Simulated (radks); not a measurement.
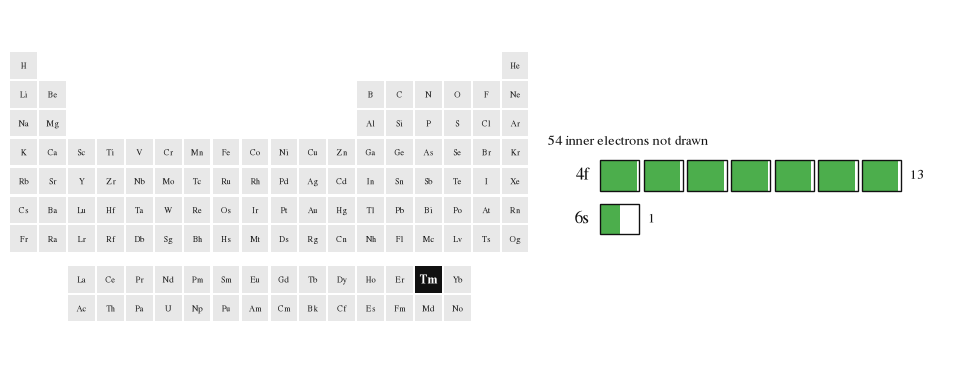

Fig. 1: Left, the place of thulium in the periodic table; right, the outer shells as the input fills them: a box for each of the 2l + 1 orbitals, shaded by the share of the shell that is filled, with the electron count at the right.

# Run report: Tm⁺, atomic calculation

Tm⁺, configuration [Xe] 4f13 6s1. Level asked for: scalar-relativistic Kohn-Sham, r2SCAN, spin-polarised, spherical densities, finite nucleus (radks).

Outcome:

```tsv
quantity	value
outcome	not converged
total energy	−13495.2178 hartree
kinetic energy	15476.6767 hartree
electron–nucleus energy	−34780.1963 hartree
Hartree energy	6119.3689 hartree
exchange–correlation energy	−311.067095 hartree
SCF iterations	65
hardware	1 thread of Arm Neoverse V2, 23 GiB of memory available, shared host
wall time	2.3 s
```

What went wrong:

A numerical setting was moved from its usual value: mixing history nhist = 1, mixing factor beta = 0.8. The run did not meet its convergence test in 65 iterations, so its last values are not results.

Input file:
```
Z 69
configuration [Xe] 4f13 6s1
relativity scalar-relativistic
functional r2scan,r2scan
spin polarised
nucleus finite rms 5.2256 fm
c 137.035999084
history 1
mixing 0.8
max_iterations 65
```

Energies in input and log are in hartree, lengths in bohr (the nuclear radius in fm).

Launched within a batch (the task file carries these settings):
```bash
python <driver script> task.json out
```

Output:
```
1s      1   1.0000       -2203.16069720
2s      1   1.0000        -389.95537842
2p      1   3.0000        -346.76879585
3s      1   1.0000        -102.54418220
3p      1   3.0000         -89.36639344
3d      1   5.0000         -73.33870785
4s      1   1.0000         -32.06916151
4p      1   3.0000         -27.39602180
4d      1   5.0000         -21.28841499
4f      1   7.0000         -14.66743914
5s      1   1.0000         -11.35868669
5p      1   3.0000          -9.61173379
6s      1   1.0000          -4.62406351
1s      2   1.0000       -2203.15975801
2s      2   1.0000        -389.95516334
2p      2   3.0000        -346.76833858
3s      2   1.0000        -102.53588787
3p      2   3.0000         -89.35816721
3d      2   5.0000         -73.33246508
4s      2   1.0000         -32.05664811
4p      2   3.0000         -27.38403674
4d      2   5.0000         -21.27651891
4f      2   6.0000         -14.65427382
5s      2   1.0000         -11.35507141
5p      2   3.0000          -9.60683301
6s      2   0.0000          -0.87695278
Etot -13495.217792088322
Ekin 15476.676675529994
Encl -34780.19628944789
Eh 6119.368917041826
Exc -311.0670952122495
err 30.514104887526315
it 65
```
